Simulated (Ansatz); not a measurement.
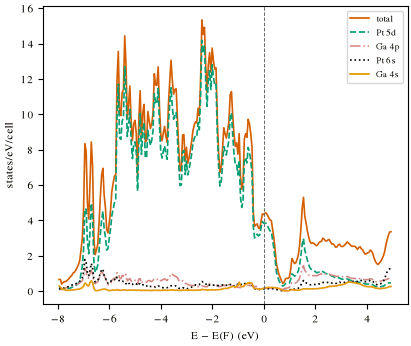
Total and projected density of states of GaPt3 in space group I4/mcm (No. 140; Ga on 4b, Pt on 8h, Pt on 4a), plane-wave PAW r²SCAN (Ansatz code)

Question: Which orbitals carry the states next to the Fermi level?

Answer: Within 0.5 eV of the Fermi level: Pt 5d 84 %. Projections are on Löwdin-orthogonalised atomic valence shells; empty p or d shells of many metals are not among them.

Question: Where is the tallest occupied peak in this window, and what makes it?

Answer: Near -2.4 eV, about 15 states/eV per cell; the largest projected share is Pt 5d.

The workflow started from a Materials Project entry (that database holds measured and hypothetical structures alike); the Crystallography Open Database copy checked does not list it. COD files the formula under space group No. 127, so this cell is another polymorph or a model. Whether it is the stable phase at ambient conditions was not checked. The cell was relaxed with r²SCAN under the symmetry of its start; its stability against distortions is not shown here. No spin polarisation was allowed. Spin–orbit coupling is left out wherever it is not named.

Potentials: the later of the program's two PAW sets.
